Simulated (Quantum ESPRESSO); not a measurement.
# E(q) of MnHg from supercells, part 2 of 2

Wanted: E(q) of MnHg at simple fractions of a reciprocal vector.

Quantum ESPRESSO 7.5; LDA; plane waves with GBRV 1.5 LDA potentials, no spin-orbit coupling, flat spiral in a supercell.

So far: Set-up; Parallel moments, one cell; One turn in 2 cells along the input cell's c; One turn in 3 cells along the input cell's c.

### 4. One turn in 3 cells along the input cell's c (continued)

Spin moment in the atom's sphere by atom:

```csv
atom,x (μB),y (μB),z (μB),size
Mn1,1.85,3.20,0.00,3.70
Mn2,-3.70,0.00,0.00,3.70
Mn3,1.85,-3.20,0.00,3.70
Hg4,-0.01,0.00,0.00,0.01
Hg5,0.00,-0.01,0.00,0.01
Hg6,0.00,0.01,0.00,0.01
```

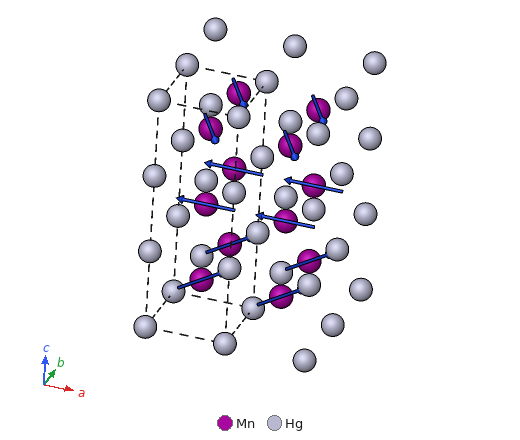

Spin moment in the atom's sphere as arrows, the longest 3.70 μB. 2×2×1 cells are drawn. Some periodic images of atoms are drawn too.

This step gave:

- smearing term TS: 0.1710 eV
- magnetization: 0, 0, 0 μB
- absolute magnetization: 11.83 μB
- final state: non-collinear

### 5. One turn in 4 cells along the input cell's c

Neighbouring cells are turned by 90° in the xy plane; the cell holds 8 atoms.

The input, pw.in:

```
&CONTROL
  calculation = 'scf'
  prefix = 'pwscf'
  outdir = './tmp'
  pseudo_dir = './pseudo'
  disk_io = 'nowf'
/
&SYSTEM
  ibrav = 0
  celldm(1) = 8
  nat = 8
  ntyp = 7
  ecutwfc = 34
  ecutrho = 238
  nbnd = 136
  occupations = 'smearing'
  smearing = 'fd'
  degauss = 0.00734986
  noncolin = .true.
  starting_magnetization(1) = 0.2333
  angle1(1) = 90
  angle2(1) = 45
  starting_magnetization(2) = 0.2333
  angle1(2) = 90
  angle2(2) = 135
  starting_magnetization(3) = 0.2333
  angle1(3) = 90
  angle2(3) = -135
  starting_magnetization(4) = 0.2333
  angle1(4) = 90
  angle2(4) = -45
  starting_magnetization(5) = 0
  starting_magnetization(6) = 0
  starting_magnetization(7) = 0
/
&ELECTRONS
  conv_thr = 8d-08
  electron_maxstep = 150
  mixing_beta = 0.3
/
ATOMIC_SPECIES
Mn1    54.9380 mn_lda_v1.5.uspp.F.UPF
Mn2    54.9380 mn_lda_v1.5.uspp.F.UPF
Mn3    54.9380 mn_lda_v1.5.uspp.F.UPF
Mn4    54.9380 mn_lda_v1.5.uspp.F.UPF
Hg1   200.5920 hg_lda_v1.uspp.F.UPF
Hg2   200.5920 hg_lda_v1.uspp.F.UPF
Hg3   200.5920 hg_lda_v1.uspp.F.UPF
CELL_PARAMETERS alat
   0.7766774372212    0.0000000000000    0.0000000000000
   0.0000000000000    0.7766774372212    0.0000000000000
   0.0000000000000    0.0000000000000    3.1303313254426
ATOMIC_POSITIONS crystal
Mn1     0.5000000000    0.5000000000    0.1250000000
Mn2     0.5000000000    0.5000000000    0.3750000000
Mn3     0.5000000000    0.5000000000    0.6250000000
Mn4     0.5000000000    0.5000000000    0.8750000000
Hg1     0.0000000000    0.0000000000    0.0000000000
Hg1     0.0000000000    0.0000000000    0.2500000000
Hg2     0.0000000000    0.0000000000    0.5000000000
Hg3     0.0000000000    0.0000000000    0.7500000000
K_POINTS automatic
6 6 3 0 0 0
```

The run is started by

```
$ OMP_NUM_THREADS=1 mpirun -n 4 pw.x -nk 4 -in pw.in > pw.out
```

What it wrote:

```text
     [... lines left out ...]
Program PWSCF v.7.5 starts
     [... lines left out ...]
     number of atoms/cell      =            8
     [... lines left out ...]
     number of electrons       =       108.00
     number of Kohn-Sham states=          136
     kinetic-energy cutoff     =      34.0000  Ry
     charge density cutoff     =     238.0000  Ry
     scf convergence threshold =      8.0E-08
     [... lines left out ...]
     Noncollinear calculation without spin-orbit
     [... lines left out ...]
      2 Sym. Ops. (no inversion) found
     [... lines left out ...]
     number of k points=    72  Fermi-Dirac smearing, width (Ry)=  0.0073
     [... lines left out ...]
     iteration # 18     ecut=    34.00 Ry     beta= 0.30
     [... lines left out ...]
     atom number    1 relative position :    0.3883   0.3883   0.3913
     [... lines left out ...]
     magnetization :          2.609363    2.609358    0.000000
     [... lines left out ...]
     atom number    2 relative position :    0.3883   0.3883   1.1739
[...]
magnetization :         -2.609364    2.609292    0.000000
[...]
atom number    3 relative position :    0.3883   0.3883   1.9565
[...]
magnetization :         -2.609167   -2.609449   -0.000000
[...]
atom number    4 relative position :    0.3883   0.3883   2.7390
[...]
magnetization :          2.609202   -2.609619    0.000000
     [... lines left out ...]
     atom number    5 relative position :    0.0000   0.0000   0.0000
     [... lines left out ...]
     magnetization :         -0.010510    0.000001   -0.000000
     [... lines left out ...]
     atom number    6 relative position :    0.0000   0.0000   0.7826
     [... lines left out ...]
     magnetization :          0.000007   -0.010517   -0.000000
     [... lines left out ...]
     atom number    7 relative position :    0.0000   0.0000   1.5652
     [... lines left out ...]
     magnetization :          0.010528    0.000000    0.000000
     [... lines left out ...]
     atom number    8 relative position :    0.0000   0.0000   2.3477
     [... lines left out ...]
     magnetization :          0.000007    0.010519   -0.000000
     [... lines left out ...]
     the Fermi energy is    13.7743 ev
!    total energy              =   -1274.54180437 Ry
     estimated scf accuracy    <       0.00000001 Ry
     smearing contrib. (-TS)   =      -0.01739737 Ry
     [... lines left out ...]
     total magnetization       =    -0.00    -0.00    -0.00 Bohr mag/cell
     absolute magnetization    =    15.76 Bohr mag/cell
     convergence has been achieved in  18 iterations
```

It took 9.5 min on 4 MPI ranks of Arm Neoverse V2, shared host; peak memory 1.8 GiB.

Read from the output:

```yaml
smearing_term_ts: 0.2367 eV
magnetization: 0, 0, 0 μB
absolute_magnetization: 15.76 μB
final_state: non-collinear
largest_moment: 3.690 μB
```

### 6. The spirals together

Spirals:

```csv
q along the reciprocal vector,energy less that at q = 0 (meV a seeded atom),largest site moment (μB),typed angles kept,CPU time (s)
0,0,3.665,yes,115
0.25,-33.51,3.69,yes,2284
0.3333,-42.87,3.695,yes,1587
0.5,-45.14,3.712,yes,443.8
```

Energy less that at q = 0, self-consistent against path:

```csv
path (Å⁻¹),"energy less that at q = 0, self-consistent (meV a seeded atom)"
0.000,0
0.474,-33.5
0.632,-42.9
0.948,-45.1
```

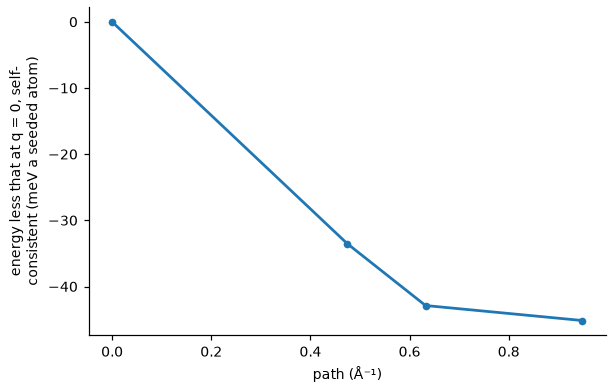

Energy less that at q = 0, self-consistent against path.

### 7. What came out

- lowest point: q = 0.5 along c*, -45.1 meV a seeded atom
- highest point: q = 0, 0 meV a seeded atom

**Reading.** The state at q = 0.5 lies 45 meV a seeded atom under the parallel one, with neighbouring cells opposed. The moment changes by 1.3 % between the spirals. The cell of 4 repeats took 20 times the CPU time of the single cell, though its mesh is shorter in proportion. Here c and c* are vectors of the cell in the input, which need not be the conventional cell, and only this direction was probed. The mesh is coarse, so differences of some ten meV can be noise in a metal. Energies are free energies at an electronic temperature of 1160 K, which lowers moments and differences where the moments are itinerant. The cutoff lies under the 40 Ry that these files are usually run at.

[Logs and program files are shortened in this print: banners, set-up blocks, solver, clock and traceback lines can be left out without a mark of their own.]

[Logs are printed without paths, hosts, clocks, repeated set-up lines and the standing remarks that a program may print on its own settings, such as how far it seeks lower states.]

[Hosts, paths, dates, database ids (printed as entryN), source tags and the programs' standing remarks are cut or masked in the printed files.]

[Where a cell is said to come from a database of computed structures, the database is the Materials Project.]
